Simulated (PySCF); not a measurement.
H5Si2, doublet, SMILES `[SiH2][SiH3]`.

Method: PBE0/def2-SVPD; geometry: GFN2-xTB; program: PySCF. No frequency check shows the geometry to be a minimum. GFN2-xTB doesn't know the spin state, so this open-shell geometry is rough.

Input script:

```python
import numpy as np
from pyscf import gto, scf, dft
from pyscf.scf import atom_ks, atom_hf
from scipy.linalg import block_diag

def solve(mol, dm0=None, hcore=None):
    mf = (dft.UKS if mol.spin else dft.RKS)(mol, xc='pbe0')
    mf.grids.level = 3
    mf = mf.density_fit(auxbasis='def2-universal-jkfit')
    mf.conv_tol, mf.max_cycle = 1e-8, 80
    if hcore is not None:
        mf.get_hcore = lambda *args: hcore
    mf.kernel(dm0)
    if not mf.converged:
        mf = mf.newton().run(mf.mo_coeff, mf.mo_occ, max_cycle=30)
    assert mf.converged, 'SCF not converged'
    return mf

mol = gto.M(atom='''
Si    -1.17307     0.00016     0.06662
Si     1.09580     0.00026    -0.01534
H     -1.93898     1.16393    -0.38456
H     -1.93817    -1.16715    -0.37817
H      1.76388    -0.00780    -1.32761
H      1.59793    -1.18517     0.68951
H      1.59710     1.19028     0.68300
''', basis='def2-svpd', charge=0, spin=1, verbose=4)
mf = solve(mol)
out = dict(e0=mf.e_tot, dm0=mf.make_rdm1(), c=mf.mo_coeff, occ=mf.mo_occ, eps=mf.mo_energy)
for name, dq, spin in [('cation', 1, 0), ('anion', -1, 0)]:
    ion = mol.copy().set(charge=mol.charge + dq, spin=spin).build()
    mi = solve(ion)
    if spin and dq > 0 and mol.nao < 130:
        c, _, stable, _ = mi.stability(return_status=True)
        if not stable:
            mi = solve(ion, mi.make_rdm1(c, mi.mo_occ))
    print(name, 'vertical energy change / eV', (mi.e_tot - mf.e_tot) * 27.211386)
    out.update({'e_' + name: mi.e_tot, 'dm_' + name: mi.make_rdm1(), 's2_' + name: mi.spin_square()[0], 'eps_' + name: mi.mo_energy, 'occ_' + name: mi.mo_occ})
# spherically averaged free atoms, for the promolecule
atm = atom_ks.get_atm_nrks(mol, xc='pbe0')
pro = block_diag(*[(atm[a[0]][2] * atm[a[0]][3]) @ atm[a[0]][2].T for a in mol._atom])
np.savez('result.npz', pro=pro, **out)
```

Run with:

```sh
OMP_NUM_THREADS=1 python input.py
```

The run took 15 s on 1 thread of Intel(R) Xeon(R) Platinum 8488C (Sapphire Rapids), with other jobs on the host, peak memory 0.42 GiB.

Partitions, critical points and surface values were worked out afterwards from this run's density.

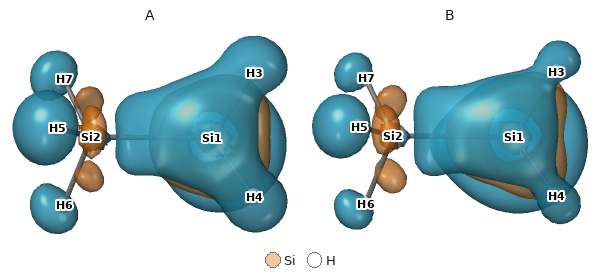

The two Fukui functions at ±0.02 e/Å³ (light blue positive, orange negative).

**Why do the two look alike?**

The electron leaves from or enters the same singly occupied orbital. A is f⁻, B is f⁺. f⁻ (Hirshfeld-condensed) is largest on Si1 (0.54); the vertical ionisation energy is 8.28 eV (to the singlet cation, which needn't be its lowest state). f⁺ (Hirshfeld-condensed) is largest on Si1 (0.52); the vertical electron affinity is 0.88 eV (to the singlet anion, which needn't be its lowest state; the anion's highest orbital has positive energy, so this value and f⁺ depend on the basis).
